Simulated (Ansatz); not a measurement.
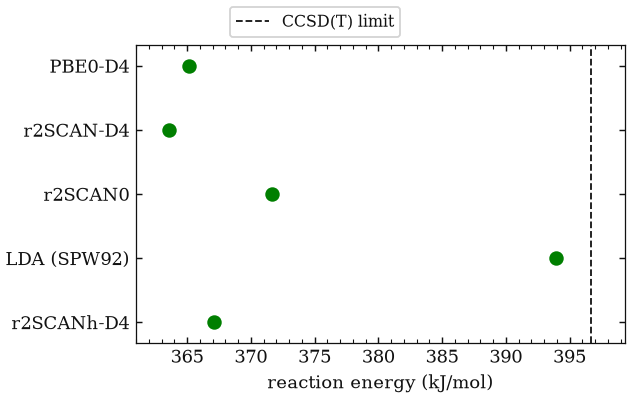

Electronic reaction energy of GeH₂OF₂ ([OH][GeH]([F])[F]) → GeHOF₂ ([OH][Ge]([F])[F]) [doublet] + H ([H]) [doublet] (SMILES in brackets) at several levels (functionals in def2-TZVPP unless a basis is named), isolated molecules at PBE0-D4 triple-zeta geometries, minima by their frequencies, no zero-point or thermal terms, the Ansatz code. The line is frozen-core CCSD(T) at the basis limit (MP2 extrapolated from triple and quadruple zeta, plus CCSD(T) less MP2 in a smaller set). No dispersion term is added to r2SCAN0. The limit lies 8.0 kJ/mol from CCSD(T)/def2-TZVPP, so the line itself is uncertain by a part of that.

> What range do the values span, the line included?

From 363.6 kJ/mol (r2SCAN-D4) to 396.7 kJ/mol (CCSD(T) limit).

> Give the values.

| level | kJ/mol | less CCSD(T) limit |
| --- | --- | --- |
| PBE0-D4 | 365.2 | −31.5 |
| r2SCAN-D4 | 363.6 | −33.1 |
| r2SCAN0 | 371.6 | −25.1 |
| LDA (SPW92) | 393.9 | −2.8 |
| r2SCANh-D4 | 367.1 | −29.6 |
| CCSD(T) limit | 396.7 | 0.0 |

Known limits of this run: no scalar relativity up to krypton; outer-core shells are correlated without core-valence functions, which makes the correlated values less sure.
